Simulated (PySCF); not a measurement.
# CH9FO3Si4: what the fields show

```xyz
18

O     3.0977    0.3462   -1.8069
C     2.2181   -0.4745   -1.6749
Si    1.6585   -1.0978    0.0496
O     2.7248   -0.5750    1.1615
Si   -0.2641   -0.0796    0.7794
F    -0.8045   -1.0015    2.0115
Si   -0.4976    2.1288    1.4543
O    -1.3560   -0.3593   -0.3927
Si   -2.8064   -0.6707   -1.0494
H     1.7174   -0.8728   -2.5826
H     1.7700   -2.5628   -0.1150
H     3.6594   -0.5125    0.9823
H    -0.8980    3.0066    0.3446
H     0.7693    2.6356    1.9976
H    -1.5058    2.3155    2.5091
H    -3.8282   -0.4479   -0.0284
H    -2.8980    0.2887   -2.1473
H    -2.7655   -2.0606   -1.5043
```

Geometry: GFN2-xTB.

Level of theory: PBE0/pcSseg-1, SCF density, gas phase, non-relativistic (PySCF).

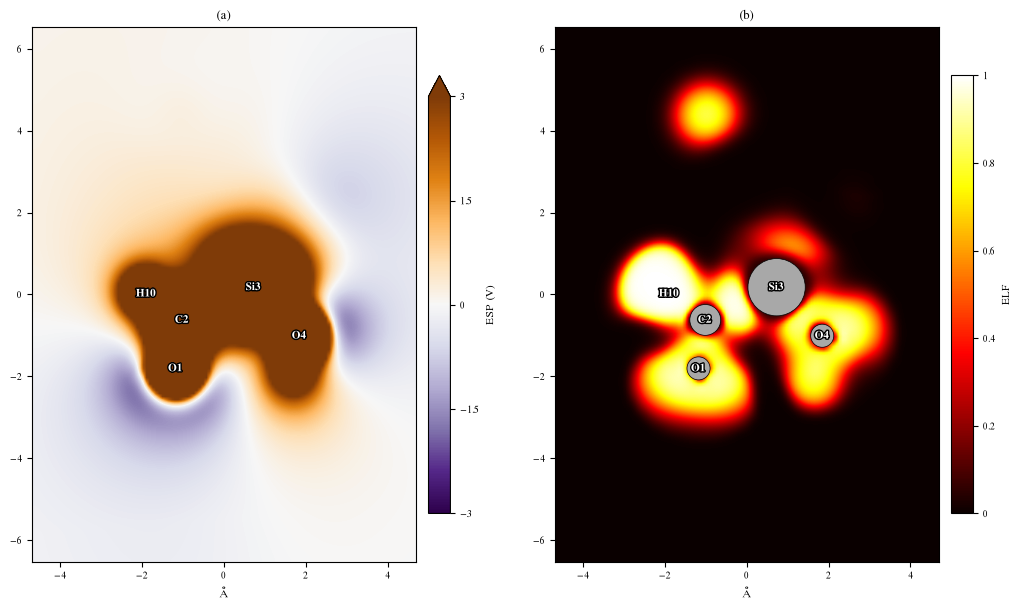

Figure 1. (a) electrostatic potential; (b) ELF on the plane of atoms C2, Si3 and O4. Grey discs cover the atomic cores in the ELF map.

Interpret the plot.

Answer. The section cuts through O, C, Si and H sites. C–O (1.21 Å): the ELF peaks at about 0.85 between the atoms; a multiple bond. Si–O (1.63 Å): the ELF peaks at about 0.85 between the atoms; a polar covalent bond. C–Si (1.92 Å): the ELF peaks at about 1 between the atoms; localised, covalent bonding. C–H (1.11 Å): the ELF climbs to about 1 towards the hydrogen, as it does in any bond to H: an ordinary covalent bond to hydrogen. The ELF also peaks beside O1 and O4, away from the bonds: lone-pair regions. Outside the dense part of the molecule the potential is most negative (−1.8 V) near O1.

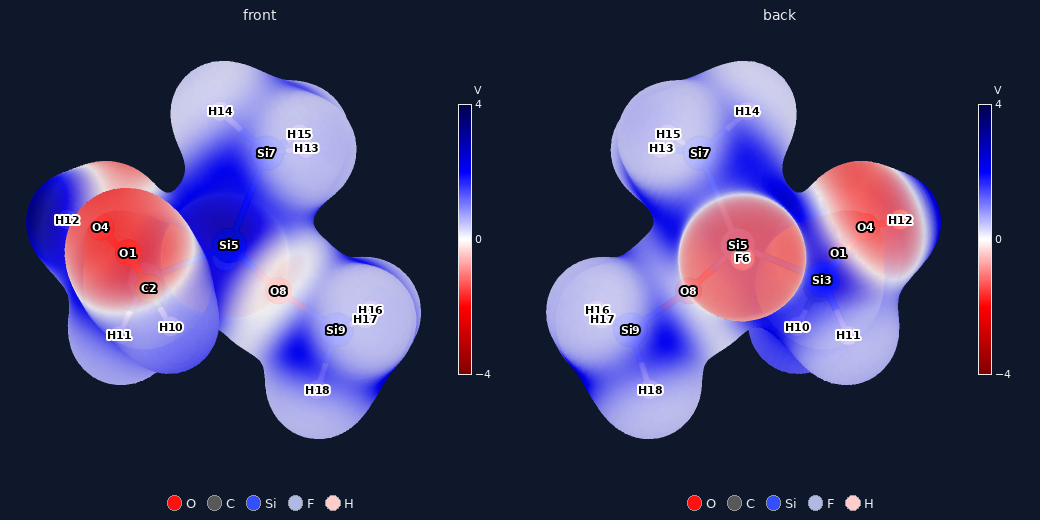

Figure 2. The molecular electrostatic potential painted on the density surface at 0.004 e/bohr³, seen from the front and from behind; red is negative and blue positive.

Where is the surface potential most negative and most positive?

Answer. The most negative region (about −1.5 V) lies over O1, the most positive (about +3.1 V) over Si9 and H12. O1 is the likeliest acceptor of a hydrogen bond.

What dipole moment does the calculation give?

Answer. Its dipole moment is 1.58 D.
